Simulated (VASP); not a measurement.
Band structure of CdO (rock salt). These are PBE GGA, VASP's PBE PAW potentials (set 64) (plane waves; VASP) values and carry that method's errors.

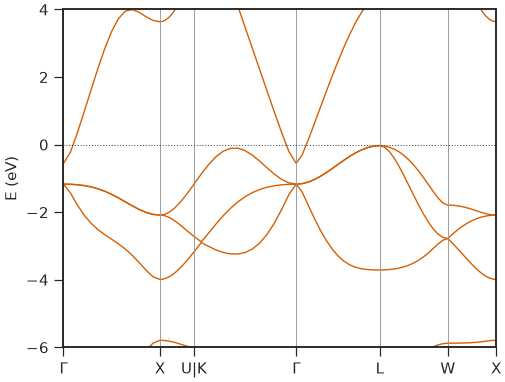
*Bands along high-symmetry lines, zero at the valence-band maximum or, without a gap, the Fermi level*

Task: Read the plot: is there a gap, and where are the band edges?

Result: It has no gap at this level: it comes out as a metal or semimetal. (Edges off the drawn lines would not show.)

The compound is CdO in the rock salt structure. It was relaxed first, which changed the volume by +5 %.
